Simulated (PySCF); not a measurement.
# C4H12O4Si, SMILES `CO[Si](OC)(OC)OC`: electronic structure

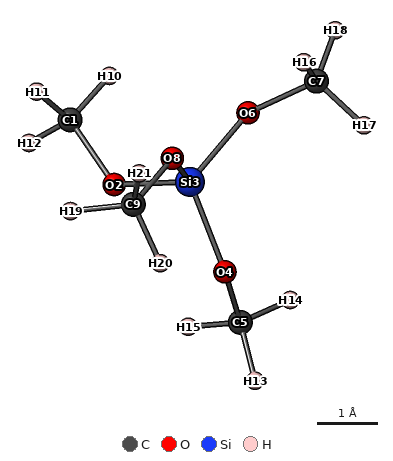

The molecule, with its atoms numbered as below. No frequency check shows the geometry to be a minimum.

Cartesian coordinates (Å):

```
C1       1.7309   -1.6052    1.3523
O2       0.5487   -0.8495    1.2723
Si3      0.0001   -0.0011   -0.0001
O4      -1.2736    0.8460    0.5471
C5      -1.3577    1.6090    1.7242
O6       1.2735    0.8459   -0.5472
C7       1.3577    1.6086   -1.7245
O8      -0.5487   -0.8498   -1.2720
C9      -1.7310   -1.6055   -1.3519
H10      2.5900   -1.0033    1.0546
H11      1.6713   -2.4807    0.7022
H12      1.8438   -1.9256    2.3885
H13     -2.3984    1.9125    1.8427
H14     -0.7238    2.4953    1.6524
H15     -1.0434    1.0192    2.5856
H16      1.0433    1.0187   -2.5857
H17      0.7238    2.4950   -1.6529
H18      2.3984    1.9121   -1.8430
H19     -1.6713   -2.4809   -0.7017
H20     -2.5900   -1.0035   -1.0543
H21     -1.8439   -1.9261   -2.3881
```

### 1. Bonding charge

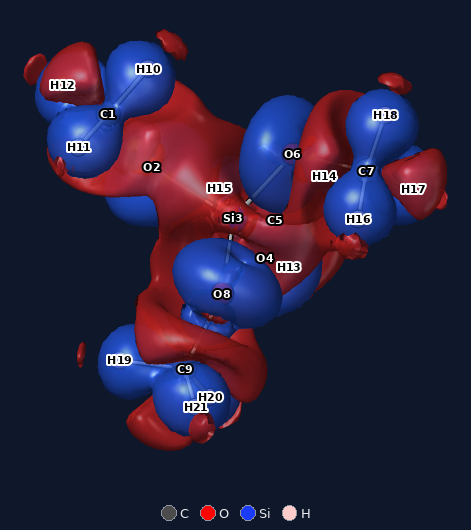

Deformation density (molecule less spherical, spin-averaged free atoms at the same positions), surfaces at ±0.04 e/Å³; blue: gain, red: loss.

PySCF calculation, PBE/def2-TZVP, gas phase; geometry: GFN2-xTB.

**Describe the bonding that the map shows.**

C7–H16, C5–H15, C9–H20 and C1–H10: +0.73 e/Å³ at the bond critical point (bond length 1.09 Å, Mayer order 1.0). C5–H13 and C7–H18: +0.73 e/Å³ at the bond critical point (bond length 1.09 Å, Mayer order 1.0). C1–H12 and C9–H21: +0.73 e/Å³ at the bond critical point (bond length 1.09 Å, Mayer order 1.0). C5–H14 and C7–H17: +0.72 e/Å³ at the bond critical point (bond length 1.09 Å, Mayer order 1.0). C1–H11 and C9–H19: +0.72 e/Å³ at the bond critical point (bond length 1.09 Å, Mayer order 1.0). Si3–O8, Si3–O6, O2–Si3 and Si3–O4: +0.13 e/Å³ at the bond critical point (bond length 1.62 Å, Mayer order 1.2). O4–C5, O6–C7, C1–O2 and O8–C9: +0.06 e/Å³ at the bond critical point (bond length 1.41 Å, Mayer order 1.0); up to 0.6 Å beside the axis the gain reaches +0.29 e/Å³. In all, 4.6 electrons gather in the regions of gain relative to the promolecule. A small or negative value marks a very polar bond, one between electron-rich atoms, whose free-atom densities already overlap strongly, a long bond to a heavier atom, or a closed-shell contact such as a hydrogen bond.

**Where do the Hirshfeld charges lie?**

The highest Hirshfeld charge is on Si3 (+0.50 e), the lowest on O2, O4, O6 and O8 (−0.21 e).

### 2. Local ionisation energy

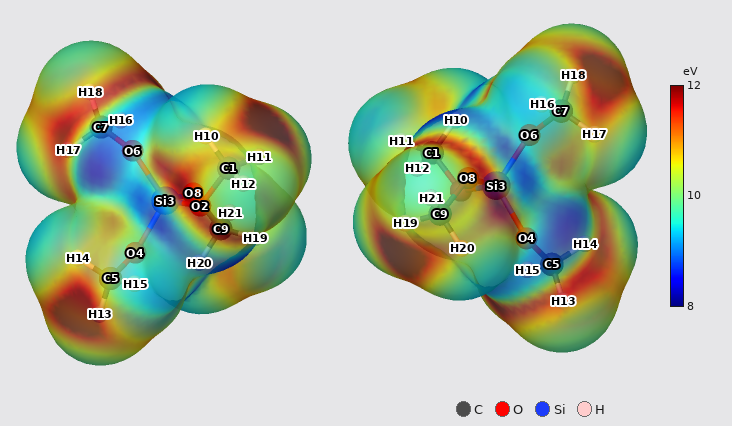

Average local ionisation energy on the surface of electron density 0.001 a.u. (back view left, front view right).

**Where are the most loosely bound electrons on this surface?**

The lowest value is 8.6 eV, 1.8 Å from O8. Further minima include 8.7 eV, 1.9 Å from O6, and at like points elsewhere; 8.8 eV, about equally far (1.9 Å) from O4 and H20, and at like points elsewhere; 8.8 eV, near O2 (1.91 Å) and H15 (2.10 Å). For comparison, the highest occupied orbital lies at −6.4 eV.

**What volume does the surface enclose, and what is the dipole moment?**

About 195 Å³; the dipole moment is 0.0 D.

### 3. In an electric field

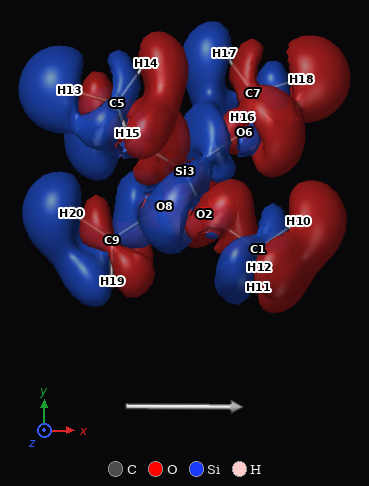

Change of the electron density in a uniform field of 0.21 V/Å along +x (arrow), surfaces at ±0.001 e/Å³ (blue: gain, red: loss).

Computed with PySCF, PBE/def2-TZVP, geometry: GFN2-xTB. A basis without diffuse functions makes polarisabilities too small.

**What dipole is induced, and what polarisability does it imply?**

The induced dipole is 0.88 D (along the field); α along this axis, from the fields in both directions, is 87 bohr³ (12.8 Å³).

**Which atoms gain and lose the most charge?**

Electrons gather most on H13 (Hirshfeld charge changes by −0.008 e) and leave H18 most (+0.008 e); 0.088 electrons are displaced in all.
